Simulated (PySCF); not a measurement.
# NMR shielding calculation, with input and output: Si2PH7

The run: NMR shielding calculation of Si2PH7. Method and program: GIAO PBE0/pcSseg-1 NMR shielding, non-relativistic, gas phase (PySCF 2.14.0).

The geometry comes from this level: GFN2-xTB, MD frame at 625 fs, 400 K. It belongs to a series of runs on one base structure; here: MD frame at 625 fs, 400 K. Figures and captions count atoms from 1; the log counts them from 0 in places.

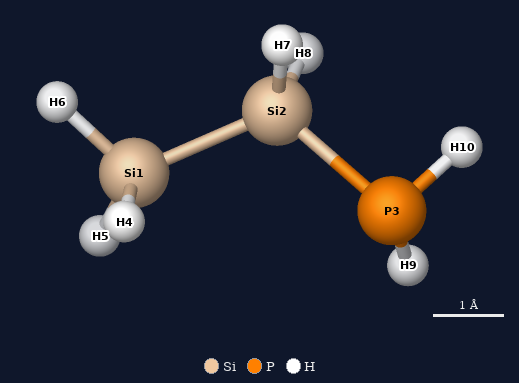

**Figure 1.** The structure (ball-and-stick view, seen at a tilt; atoms are numbered from 1 in the order of the input). Bond lengths as drawn: H–P 1.42 to 1.44 Å, H–Si 1.45 to 1.57 Å, P–Si 2.29 Å and Si–Si 2.25 Å.

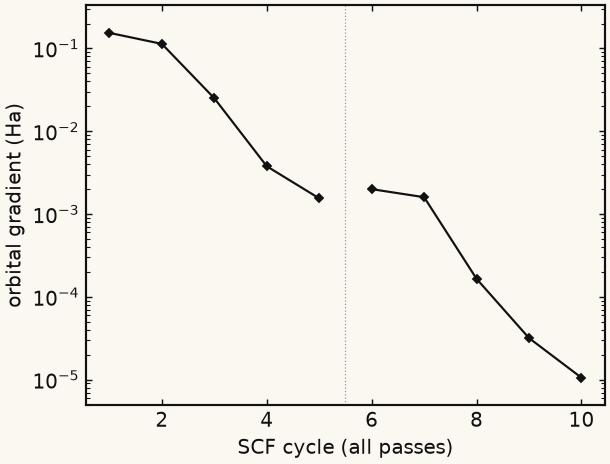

**Figure 2.** Convergence of the self-consistent field: orbital gradient against the SCF cycle. The dotted line marks the change from a coarse to the final integration grid. The first 5 cycles use a coarse grid, the final grid takes over at cycle 6, and the field converges after 10 cycles in all.

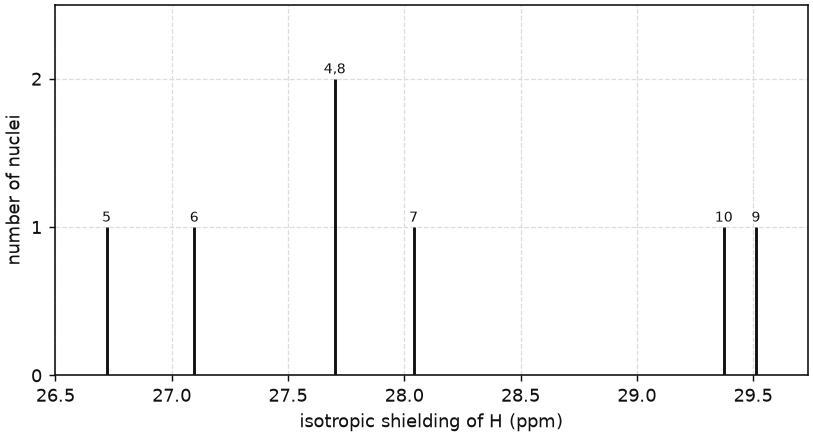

**Figure 3.** Isotropic shieldings of the hydrogen nuclei in this fixed geometry, labelled by atom number; shielding grows to the right, so chemical shift grows to the left. The least shielded is H5 (26.7 ppm), the most shielded H9 (29.5 ppm).

The input that produced these results follows, with the program's output.

Input:
```
{"job": {"kind": "nmr", "xc": "PBE0", "basis": "pcSseg-1", "pop": false}, "charge": 0, "multiplicity": 1}
Si    -1.480900    -1.042200     0.440900
Si    -0.047600     0.654800     0.054000
P      2.078400     0.336200     0.836700
H     -1.301300    -1.300700     1.895600
H     -1.505500    -2.389100    -0.372300
H     -2.934500    -0.575500     0.544100
H     -0.414100     1.823900     0.831100
H     -0.082700     1.166700    -1.307500
H      2.648700    -0.593900    -0.096700
H      2.568100     1.430400     0.077600
```

The first line tells a small driver script what to run in PySCF; the rest is the geometry in Å.

Command:
```bash
OMP_NUM_THREADS=1 python <driver script> task.json out
```

What the program printed:
```
coarse grid: 9216 points
cycle   1  E = -924.0808232447  dE = -2.117e-01  |g| = 1.541e-01  |ddm| = 2.679e+00
cycle   2  E = -924.0838144160  dE = -2.991e-03  |g| = 1.135e-01  |ddm| = 3.820e-01
cycle   3  E = -924.0878908153  dE = -4.076e-03  |g| = 2.504e-02  |ddm| = 2.088e-01
cycle   4  E = -924.0880727988  dE = -1.820e-04  |g| = 3.777e-03  |ddm| = 4.104e-02
cycle   5  E = -924.0880774740  dE = -4.675e-06  |g| = 1.547e-03  |ddm| = 9.807e-03
final grid: 73384 points
cycle   6  E = -924.1045409948  dE = -8.382e-06  |g| = 1.999e-03  |ddm| = 1.351e-02
cycle   7  E = -924.1045412448  dE = -2.500e-07  |g| = 1.598e-03  |ddm| = 5.290e-03
cycle   8  E = -924.1045420510  dE = -8.062e-07  |g| = 1.651e-04  |ddm| = 2.683e-03
cycle   9  E = -924.1045420592  dE = -8.217e-09  |g| = 3.181e-05  |ddm| = 2.975e-04
cycle  10  E = -924.1045420596  dE = -3.843e-10  |g| = 1.056e-05  |ddm| = 7.350e-05
converged SCF energy = -924.1045420596

GIAO shielding tensors (ppm)
atom      isotropic    diamagn.    paramagn.     s11        s22        s33       span
  0 Si     462.775     878.865    -416.090    431.632    459.381    497.313     65.681
  1 Si     440.641     880.903    -440.262    408.085    433.484    480.354     72.270
  2 P      594.841     966.184    -371.343    524.822    584.291    675.411    150.589
  3 H       27.699      28.247      -0.548     24.153     26.196     32.749      8.596
  4 H       26.720      26.694       0.025     23.547     24.506     32.107      8.560
  5 H       27.097      27.315      -0.218     23.789     24.743     32.759      8.970
  6 H       28.040      29.984      -1.944     24.136     26.371     33.614      9.478
  7 H       27.703      30.043      -2.340     23.260     25.974     33.875     10.615
  8 H       29.512      29.142       0.371     24.578     26.451     37.507     12.929
  9 H       29.374      28.788       0.586     24.000     26.680     37.442     13.442
```

Key numbers:

```json
{"quantity": "outcome", "value": "converged"}
{"quantity": "total energy", "value": "−924.104542 hartree"}
{"quantity": "HOMO", "value": "−7.55 eV"}
{"quantity": "LUMO", "value": "−0.63 eV"}
{"quantity": "dipole moment", "value": "1.29 D"}
{"quantity": "isotropic shielding, Si", "value": "440.6 to 462.8 ppm"}
{"quantity": "isotropic shielding, P", "value": "594.8 ppm"}
{"quantity": "isotropic shielding, H", "value": "26.7 to 29.5 ppm"}
{"quantity": "hardware", "value": "1 CPU thread, shared host"}
{"quantity": "wall time", "value": "11 s"}
{"quantity": "peak memory", "value": "0.47 GiB"}
```
